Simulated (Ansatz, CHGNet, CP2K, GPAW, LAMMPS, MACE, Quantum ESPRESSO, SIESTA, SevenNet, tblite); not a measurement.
**CP2K on amorphous 73P2O5-20PbO-7Al2O3 (mol %) (88 atoms): settings against a plane-wave reference**

How do the settings of CP2K change the result for amorphous 73P2O5-20PbO-7Al2O3 (mol %) (88 atoms)? A plane-wave run serves as the yardstick.

Calculated with CP2K 2026.2; the method is named at each step.

### Step 1. Set-up

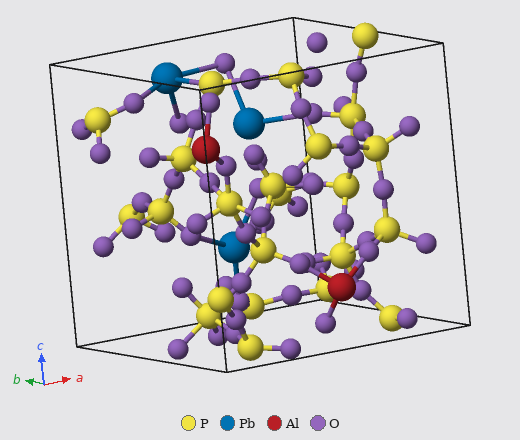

The starting structure, seen from a free direction (phosphorus yellow, lead blue, aluminium red, oxygen purple). Bonds to atoms that aren't drawn are left out. Some periodic images of atoms are drawn too.

The cell holds 88 atoms: 22 P, 3 Pb, 2 Al and 61 O. Its edges and angles: a = 10.812 Å, b = 10.812 Å, c = 10.812 Å, α = 90.0°, β = 90.0°, γ = 90.0°. 88 atoms (22 P, 3 Sr, 2 Al, 61 O) placed at random at 2.63 g/cm³, melted at 5000 K for 10 ps at fixed volume with the Morse and Coulomb pair potential with partial charges (Pedone, Malavasi, Menziani, Cormack and Segre, J. Phys. Chem. B 110, 11780 (2006)). Quenched from 5000 K to 300 K at 10 K/ps and fixed volume, held 10 ps at zero pressure, then minimised at fixed cell. Then Sr was replaced by Pb and the cell scaled by 1.008 (the potential has no terms for the new elements, so the cell is a start for a DFT relaxation).

The yardstick, on the same geometry:

```
method                                           : Kohn-Sham DFT, PBE, PAW, plane waves (Ansatz 0.2.0); cutoff 420 eV, Γ point, fermi-dirac smearing of 0.05 eV; PAW set soft_2
r.m.s. force component                           : 1.353 eV/Å
longest force                                    : 6.082 eV/Å
pressure                                         : -2.03 GPa
gap (highest filled to lowest empty level) : 0.8801 eV
SCF cycles                                       : 11
time                                             : 9.6 s on 8 threads of Arm Neoverse V2, shared host
CPU time                                         : 69 s
```

### Step 2. PBE, DZVP-MOLOPT-SR, 600/50 Ry, OT DIIS

Method: Kohn-Sham DFT, PBE, GTH-PBE pseudopotentials, Gaussian and plane waves, DZVP-MOLOPT-SR-GTH, orbital transformation.

input.inp

```
&GLOBAL
  PROJECT cell
  RUN_TYPE ENERGY_FORCE
  PRINT_LEVEL LOW
&END GLOBAL
&FORCE_EVAL
  METHOD QS
  STRESS_TENSOR ANALYTICAL
  &DFT
    BASIS_SET_FILE_NAME BASIS_MOLOPT
    POTENTIAL_FILE_NAME GTH_POTENTIALS
    &MGRID
      CUTOFF 600
      REL_CUTOFF 50
      NGRIDS 5
    &END MGRID
    &QS
      EPS_DEFAULT 1.0E-12
    &END QS
    &SCF
      SCF_GUESS ATOMIC
      EPS_SCF 1.0E-06
      MAX_SCF 30
      &OT
        MINIMIZER DIIS
        PRECONDITIONER FULL_ALL
        ENERGY_GAP 0.001
      &END OT
      &OUTER_SCF
        EPS_SCF 1.0E-06
        MAX_SCF 8
      &END OUTER_SCF
      &PRINT
        &RESTART OFF
        &END RESTART
      &END PRINT
    &END SCF
    &XC
      &XC_FUNCTIONAL PBE
      &END XC_FUNCTIONAL
    &END XC
    &PRINT
      &MULLIKEN ON
      &END MULLIKEN
      &LOWDIN ON
      &END LOWDIN
      &HIRSHFELD ON
      &END HIRSHFELD
      &MO_CUBES
        NHOMO 1
        NLUMO 4
        WRITE_CUBE F
      &END MO_CUBES
    &END PRINT
  &END DFT
  &SUBSYS
    &CELL
      A 10.81220 0.00000 0.00000
      B 0.00000 10.81220 0.00000
      C 0.00000 0.00000 10.81220
    &END CELL
    &COORD
      P 8.84654 2.12395 3.80092
      P 5.76993 4.99502 5.73133
      P 9.93101 8.64479 0.76475
      P 9.96269 4.23784 0.03200
      P 2.52011 10.10897 4.61919
      P 5.74258 1.32558 7.58043
      P 2.00491 5.03416 7.39457
      P 1.93052 1.33152 0.50980
      P 9.86711 6.52776 4.89685
      P 8.72253 2.15466 6.92575
      P 0.06628 0.04336 2.77171
      P 4.08907 3.32800 3.69583
      P 3.77573 5.40837 9.92787
      P 6.91700 9.35180 0.53704
      P 0.55175 8.61030 8.78362
      P 8.50250 4.97977 2.60401
      P 9.58415 5.08292 7.76846
      P 2.06275 7.16243 5.17483
      P 2.05789 4.34304 1.43759
      P 8.53926 9.28671 4.61292
      P 5.89719 3.10743 10.10887
      P 2.13400 2.20655 5.91535
      Pb 6.81255 8.06666 7.66607
      Pb 4.15556 9.29049 9.73660
      Pb 5.32079 7.53524 3.21977
      Al 0.59954 0.97083 8.34280
      Al 6.17852 1.35888 2.11292
      O 9.73390 2.75754 0.19440
      O 10.46318 8.64998 10.10616
      O 5.35280 10.68105 7.68574
      O 10.42145 7.46204 1.51663
      O 5.84053 8.39730 0.98294
      O 0.65565 4.50771 0.36956
      O 3.41136 4.04074 2.49394
      O 9.14474 7.88836 5.02465
      O 2.20796 8.72263 5.35085
      O 7.04674 5.31560 2.54671
      O 9.22281 5.90206 3.63712
      O 6.85818 9.49873 9.83651
      O 9.11587 4.91155 1.17799
      O 5.96228 2.44031 0.66722
      O 1.27130 10.29667 3.66761
      O 0.69295 2.30581 5.36588
      O 1.12112 0.84119 1.75147
      O 0.00605 7.74597 7.68196
      O 6.69372 10.70408 1.21702
      O 7.58292 1.48743 3.23317
      O 3.04472 6.78487 4.12139
      O 9.09468 3.59808 7.39760
      O 1.90241 8.11553 9.25719
      O 2.76046 5.11179 8.74653
      O 2.99941 2.67797 4.58351
      O 1.12090 1.23443 10.03210
      O 0.57251 6.89267 4.78786
      O 0.48482 4.97361 7.69537
      O 8.47709 6.14101 7.94891
[... 28 atom lines left out ...]
      O 3.17187 0.48785 0.33010
      O 4.73704 4.17124 10.07297
      O 3.77778 9.89457 3.84460
      O 4.50674 6.68129 9.66827
    &END COORD
    &KIND P
      BASIS_SET DZVP-MOLOPT-SR-GTH-q5
      POTENTIAL GTH-PBE-q5
    &END KIND
    &KIND Pb
      BASIS_SET DZVP-MOLOPT-SR-GTH-q4
      POTENTIAL GTH-PBE-q4
    &END KIND
    &KIND Al
      BASIS_SET DZVP-MOLOPT-SR-GTH-q3
      POTENTIAL GTH-PBE-q3
    &END KIND
    &KIND O
      BASIS_SET DZVP-MOLOPT-SR-GTH-q6
      POTENTIAL GTH-PBE-q6
    &END KIND
  &END SUBSYS
  &PRINT
    &FORCES ON
    &END FORCES
    &STRESS_TENSOR ON
    &END STRESS_TENSOR
  &END PRINT
&END FORCE_EVAL
```

The run is started by

```console
$ OMP_NUM_THREADS=1 mpirun -np 4 cp2k.psmp -i input.inp > output.txt
```

Numbers of over 12 decimals in the logs are rounded to 6 here.

Log:

```text
CP2K| version string:                                       CP2K version 2026.2
 CP2K| Input file name                                                 input.inp
 GLOBAL| Basis set file name                                        BASIS_MOLOPT
 GLOBAL| Potential file name                                      GTH_POTENTIALS
 GLOBAL| Run type                                                   ENERGY_FORCE
 GLOBAL| Total number of message passing processes                             4
 GLOBAL| Number of threads for this process                                    1
 TOTAL NUMBERS AND MAXIMUM NUMBERS
  Total number of            - Atomic kinds:                                   4
                             - Atoms:                                         88
                             - Shell sets:                                    88
                             - Shells:                                       440
                             - Primitive Cartesian functions:                416
                             - Cartesian basis functions:                   1232
                             - Spherical basis functions:                   1144
  Maximum angular momentum of- Orbital basis functions:                        2
                             - Local part of the GTH pseudopotential:          2
                             - Non-local part of the GTH pseudopotential:      4
 SCF PARAMETERS         Density guess:                                    ATOMIC
                        max_scf:                                              30
                        eps_scf:                                        1.00E-06
                        Outer loop SCF in use
                        eps_scf                                         1.00E-06
                        max_scf                                                8
 Extrapolation method: initial_guess
 Number of electrons:                                                        494
[... lines left out ...]
  Step     Update method      Time    Convergence         Total energy    Change
[... lines left out ...]
  Total energy:                                             -1139.084045
[... lines left out ...]
  stepsize       :    0.15000000                  energy_gap     :    0.00100000
  eps_taylor     :   0.10000E-15                  max_taylor     :             4
  ----------------------------------- OT ---------------------------------------
  Step     Update method      Time    Convergence         Total energy    Change
[...]
5 OT DIIS     0.15E+00    2.4     0.00000281     -1139.0868973849 -4.94E-07
     6 OT DIIS     0.15E+00    2.4     0.00000096     -1139.0868974543 -6.94E-08
  *** SCF run converged in     6 steps ***
  Electronic density on regular grids:       -494.0000000001       -0.0000000001
  Core density on regular grids:              493.9999999997       -0.0000000003
  Total charge density on r-space grids:       -0.0000000004
  Total charge density g-space grids:          -0.0000000004
  Overlap energy of the core charge distribution:               3.62998e-06
  Self energy of the core charge distribution:              -2927.129359
  Core Hamiltonian energy:                                    822.027503
  Hartree energy:                                            1226.748682
  Exchange-correlation energy:                               -260.733727
  Total energy:                                             -1139.086897
  outer SCF iter =    2 RMS gradient =   0.96E-06 energy =      -1139.0868974543
  outer SCF loop converged in   2 iterations or   36 steps
 !-----------------------------------------------------------------------------!
                     Mulliken Population Analysis
 #  Atom  Element  Kind  Atomic population                           Net charge
       1     P        1          4.163710                              0.836290
       2     P        1          4.383785                              0.616215
       3     P        1          4.298271                              0.701729
[...]
# Total charge                            494.000000                 -0.000000
 !-----------------------------------------------------------------------------!
 !-----------------------------------------------------------------------------!
                           Hirshfeld Charges
  #Atom  Element  Kind  Ref Charge     Population                    Net charge
      1       P      1       5.000          4.052                         0.948
      2       P      1       5.000          4.288                         0.712
      3       P      1       5.000          4.200                         0.800
[...]
87       O      4       6.000          6.394                        -0.394
     88       O      4       6.000          6.329                        -0.329
  Total Charge                                                           -0.000
 !-----------------------------------------------------------------------------!
 LOWDIN POPULATION ANALYSIS
 #  Atom  Element  Kind  Atomic population                           Net charge
[...]
87     O        4          6.515262                             -0.515262
      88     O        4          6.484792                             -0.484792
 # Total charge                            494.000000                 -0.000000
  Eigenvalues of the occupied subspace spin            1
      -0.83085361     -0.82197104     -0.81000261     -0.79987980
      -0.79428754     -0.78439588     -0.77441434     -0.77301606
      -0.76659071     -0.75574660     -0.75012840     -0.74698007
[...]
0.08564939      0.09416345      0.09718339      0.10139903
       0.10418515      0.11316901      0.12996696
 Fermi Energy [eV] :    3.536581
  Using OT eigensolver for additional unoccupied orbitals spin            1
  Lowest Eigenvalues of the unoccupied subspace spin            1
 OT| Eigensolver reached convergence in 181 iterations
       0.14964557      0.15432120      0.17227653      0.18277899
 HOMO - LUMO gap [eV] :    0.535482
 ENERGY| Total FORCE_EVAL ( QS ) energy [hartree]          -1139.086897
 FORCES| Atomic forces [hartree/bohr]
 FORCES|   Atom     x               y               z               |f|
 FORCES|      1 -5.24763635E-02 -1.54552358E-02 -2.72396404E-02   6.11116278E-02
 FORCES|      2  4.83580533E-02 -2.87396068E-02  8.84474573E-02   1.04820890E-01
 FORCES|      3  3.33446377E-02 -6.69509113E-02  2.27563867E-02   7.81801926E-02
[...]
FORCES|     87 -3.45792598E-03 -5.63588617E-03  2.79648055E-03   7.17918996E-03
 FORCES|     88 -9.84314106E-03 -7.74588839E-03  1.11068510E-02   1.67406198E-02
 FORCES| Sum    -1.24498726E-02  5.02342833E-03  1.52621482E-02
 FORCES| Total atomic force                                       2.03265179E-02
 STRESS| Analytical stress tensor [bar]
 STRESS|                        x                   y                   z
 STRESS|      x       -1.26319263333E+04   5.83545528841E+03   5.31339943914E+03
 STRESS|      y        5.83545528841E+03   4.35939752325E+03  -8.86368401048E+02
 STRESS|      z        5.31339943914E+03  -8.86368401048E+02  -1.68048139639E+04
 STRESS| 1/3 Trace                                            -8.35911425798E+03
```

Run time: 97 s. Hardware: 4 MPI ranks of Arm Neoverse V2, shared host; peak memory 2.7 GiB; 6.5 min of CPU time.

Banners, paths, timers and routine set-up lines are dropped from the logs unmarked, and long logs keep their key lines alone; longer cuts are marked.

Compared with the plane-wave run:

```yaml
r_m_s_force_component: 1.463 eV/Å
r_m_s_difference_of_force_components: 135.5 meV/Å
longest_difference_of_force_vectors: 583.4 meV/Å
force_difference_over_r_m_s_force: 10.02 %
slope_of_forces_against_the_reference_s: 1.079
correlation_of_force_components: 0.9984
spacing_of_highest_filled_and_lowest_empty_level: 0.5355 eV
gap_difference: -0.3446 eV
pressure: -0.8359 GPa
pressure_difference: 1.194 GPa
```

Length of the force difference by element (eV/Å):

```csv
element,atoms,mean,most
Al,2,0.088,0.12
O,61,0.16,0.33
P,22,0.33,0.58
Pb,3,0.095,0.13
```

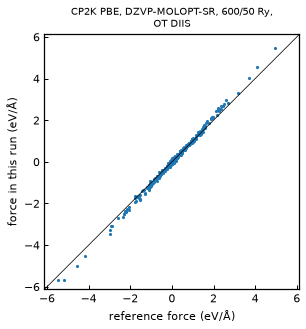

Force components against those of the reference; the line marks equality.

A closer look about O29, picked at random: 9 atoms, nearest first, numbered in the order of the input, with positions taken from that point.

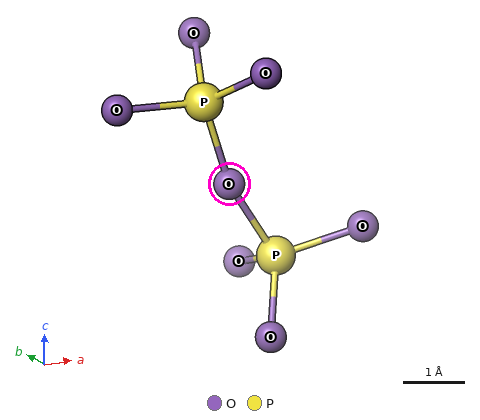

The atoms of the table, within 2.6 Å (arrows a, b, c point along x, y, z); some may hide others; the central atom is ringed.

```csv
atom,x,y,z,distance (Å),Mulliken charge (e),Fx,Fy,Fz (eV/Å)
O29,0.00,0.00,0.00,0.00,-0.31,-2.19,0.99,1.40
P3,-0.53,-0.01,1.47,1.56,0.70,1.71,-3.44,1.17
P15,0.90,-0.04,-1.32,1.60,0.63,1.85,-1.56,-2.66
O50,2.25,-0.53,-0.85,2.46,-0.53,1.58,0.03,0.90
O57,1.03,1.39,-1.82,2.52,-0.43,-0.42,1.77,-0.20
O31,-0.04,-1.19,2.22,2.52,-0.40,-0.69,0.41,-0.54
O60,-2.07,0.16,1.47,2.55,-0.28,-0.06,-0.34,0.44
O64,-0.03,1.25,2.26,2.58,-0.27,0.51,2.66,0.17
O45,0.36,-0.90,-2.42,2.61,-0.49,-0.81,0.22,0.66
```

Forces lie 10 % from the reference's, at 5.7 times its CPU time (on 4 against 8 cores).

The forces add up to 1.0 eV/Å instead of zero, usually a sign of too coarse a grid.

### Step 3. PBE, SZV-MOLOPT-SR, 600/50 Ry, OT DIIS

Method: Kohn-Sham DFT, PBE, GTH-PBE pseudopotentials, Gaussian and plane waves, SZV-MOLOPT-SR-GTH, orbital transformation.

input.inp: that of step 2 with these lines changed.

```diff
@@ -46,4 +46,2 @@
       &END LOWDIN
-      &HIRSHFELD ON
-      &END HIRSHFELD
       &MO_CUBES
@@ -61,7 +59,8 @@
     &END CELL
-    &COORD
-[... 88 atom lines left out: the same atoms as in the first run ...]
-    &END COORD
+    &TOPOLOGY
+      COORD_FILE_NAME structure.xyz
+      COORD_FILE_FORMAT XYZ
+    &END TOPOLOGY
     &KIND P
-      BASIS_SET DZVP-MOLOPT-SR-GTH-q5
+      BASIS_SET SZV-MOLOPT-SR-GTH-q5
       POTENTIAL GTH-PBE-q5
@@ -69,3 +68,3 @@
     &KIND Pb
-      BASIS_SET DZVP-MOLOPT-SR-GTH-q4
+      BASIS_SET SZV-MOLOPT-SR-GTH-q4
       POTENTIAL GTH-PBE-q4
@@ -73,3 +72,3 @@
     &KIND Al
-      BASIS_SET DZVP-MOLOPT-SR-GTH-q3
+      BASIS_SET SZV-MOLOPT-SR-GTH-q3
       POTENTIAL GTH-PBE-q3
@@ -77,3 +76,3 @@
     &KIND O
-      BASIS_SET DZVP-MOLOPT-SR-GTH-q6
+      BASIS_SET SZV-MOLOPT-SR-GTH-q6
       POTENTIAL GTH-PBE-q6
```

structure.xyz

```xyz
88

P 8.84654 2.12395 3.80092
P 5.76993 4.99502 5.73133
P 9.93101 8.64479 0.76475
P 9.96269 4.23784 0.03200
P 2.52011 10.10897 4.61919
P 5.74258 1.32558 7.58043
P 2.00491 5.03416 7.39457
P 1.93052 1.33152 0.50980
P 9.86711 6.52776 4.89685
P 8.72253 2.15466 6.92575
P 0.06628 0.04336 2.77171
P 4.08907 3.32800 3.69583
P 3.77573 5.40837 9.92787
P 6.91700 9.35180 0.53704
P 0.55175 8.61030 8.78362
P 8.50250 4.97977 2.60401
P 9.58415 5.08292 7.76846
P 2.06275 7.16243 5.17483
P 2.05789 4.34304 1.43759
P 8.53926 9.28671 4.61292
[... 64 atom lines left out ...]
O 3.17187 0.48785 0.33010
O 4.73704 4.17124 10.07297
O 3.77778 9.89457 3.84460
O 4.50674 6.68129 9.66827
```

The run is started by

```console
$ OMP_NUM_THREADS=2 cp2k.psmp -i input.inp > output.txt
```

Log:

```text
CP2K| version string:                                       CP2K version 2026.2
 CP2K| Input file name                                                 input.inp
 GLOBAL| Basis set file name                                        BASIS_MOLOPT
 GLOBAL| Potential file name                                      GTH_POTENTIALS
 GLOBAL| Run type                                                   ENERGY_FORCE
 GLOBAL| Total number of message passing processes                             1
 GLOBAL| Number of threads for this process                                    2
 TOTAL NUMBERS AND MAXIMUM NUMBERS
  Total number of            - Atomic kinds:                                   4
                             - Atoms:                                         88
[... lines left out ...]
  Step     Update method      Time    Convergence         Total energy    Change
[... lines left out ...]
  Total energy:                                             -1127.886405
[... lines left out ...]
  Step     Update method      Time    Convergence         Total energy    Change
[... lines left out ...]
  Total energy:                                             -1129.216703
[... lines left out ...]
  Step     Update method      Time    Convergence         Total energy    Change
[... lines left out ...]
  *** SCF run converged in     5 steps ***
[... lines left out ...]
  Total energy:                                             -1129.216703
[... lines left out ...]
  outer SCF loop converged in   3 iterations or   65 steps
[... lines left out ...]
 # Total charge                            494.000000                  0.000000
  Eigenvalues of the occupied subspace spin            1
      -0.83238622     -0.82102412     -0.80727081     -0.79167485
      -0.78542097     -0.77954835     -0.76689254     -0.76443563
      -0.75758761     -0.74439544     -0.74039983     -0.73572906
[...]
0.15182940      0.15261414      0.15619062      0.16198016
       0.16630225      0.17010976      0.17769133
 Fermi Energy [eV] :    4.835227
  Using OT eigensolver for additional unoccupied orbitals spin            1
  Lowest Eigenvalues of the unoccupied subspace spin            1
 OT| Eigensolver reached convergence in 59 iterations
       0.18249729      0.20470738      0.21252348      0.22594121
 HOMO - LUMO gap [eV] :    0.130777
 ENERGY| Total FORCE_EVAL ( QS ) energy [hartree]          -1129.216703
 FORCES| Atomic forces [hartree/bohr]
 FORCES|   Atom     x               y               z               |f|
 FORCES|      1 -6.71365598E-03 -3.50398569E-03 -2.48782484E-03   7.97122104E-03
 FORCES|      2  1.43536152E-02 -4.34323831E-02  4.20208601E-02   6.21140149E-02
 FORCES|      3  1.56367091E-02 -3.39478011E-02 -1.82327963E-02   4.15859921E-02
[...]
FORCES|     87  1.54594282E-01 -3.60402653E-02 -9.36227997E-02   1.84291946E-01
 FORCES|     88  8.36228217E-02  1.54881022E-01 -2.56082426E-02   1.77867055E-01
 FORCES| Sum    -1.61997354E-02  4.27459263E-03  1.61887056E-02
 FORCES| Total atomic force                                       2.32975913E-02
 STRESS| Analytical stress tensor [bar]
 STRESS|                        x                   y                   z
 STRESS|      x        3.90581012485E+05  -5.53093550943E+03  -6.04807050168E+03
 STRESS|      y       -5.53093550943E+03   3.97598850000E+05  -2.37825935128E+03
 STRESS|      z       -6.04807050168E+03  -2.37825935128E+03   3.92624617439E+05
 STRESS| 1/3 Trace                                             3.93601493308E+05
```

Elapsed: 3.7 min, on 2 threads; peak memory 1.6 GiB.

Numbers from this run, and their distance from the reference:

```
r.m.s. force component                           : 3.228 eV/Å
r.m.s. difference of force components            : 3126 meV/Å
longest difference of force vectors              : 9989 meV/Å
force difference over r.m.s. force               : 231.1 %
slope of forces against the reference's          : 0.6774
correlation of force components                  : 0.2839
gap (highest filled to lowest empty level) : 0.1308 eV
gap difference                                   : -0.7493 eV
pressure                                         : 39.36 GPa
pressure difference                              : 41.39 GPa
```

This is a coarse setting, run to see what it loses.

Against the first run (10 %), the force difference from the reference is 231 %, at 1.1 times the CPU time (on 2 against 4 cores) (65 SCF steps against 36), with 352 basis functions against 1144: the smaller basis costs accuracy.

The forces add up to 1.2 eV/Å instead of zero, usually a sign of too coarse a grid.

(Continued in part 2 of 2.)

[Also dropped from logs without a mark: logging warnings of Python, and SIESTA's first energy breakdown and zero terms.]

[Logs are printed without paths, hosts, clocks, repeated set-up lines and the standing remarks that a program may print on its own settings, such as how far it seeks lower states.]

[Hosts, paths, dates, database ids (printed as entryN), source tags and the programs' standing remarks are cut or masked in the printed files.]
